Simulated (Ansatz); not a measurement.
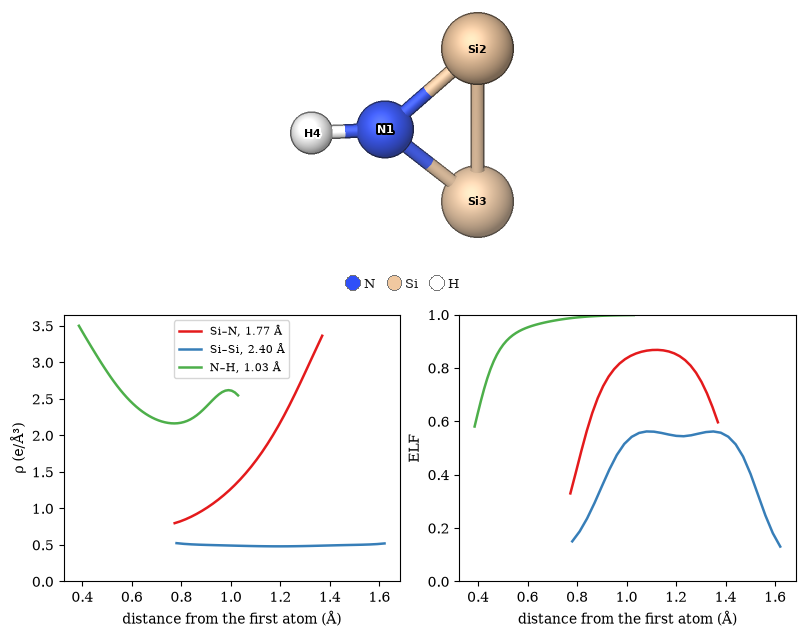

Figure 1: HNSi2 (SMILES N1[Si]#[Si]1). Electron density and electron localisation function along straight lines between neighbouring atoms. The curves leave out the atomic cores. The structure is drawn too.

Geometry: PBE-D3(BJ)/def2-SVP.

All numbers below come from isolated molecule in a Gaussian basis; Kohn-Sham density functional theory, functional PBE0 in Ansatz 0.2.0.

Q: What can be read from the curves?

A: Si–N (1.77 Å): ρ at the midpoint is about 0.97 e/Å³; the ELF peaks at about 0.85 between the atoms (a shared but strongly polarised pair).
Si–Si (2.40 Å): the density is about 0.48 e/Å³ at the midpoint; the ELF peaks at about 0.55 in the valence shell of Si, 1.1 Å from its nucleus, and is about 0.55 at the midpoint.
N–H (1.03 Å): ρ is about 2.8 e/Å³ halfway; the ELF climbs to about 1 towards the hydrogen, as it does in any bond to H (an ordinary covalent bond to hydrogen).
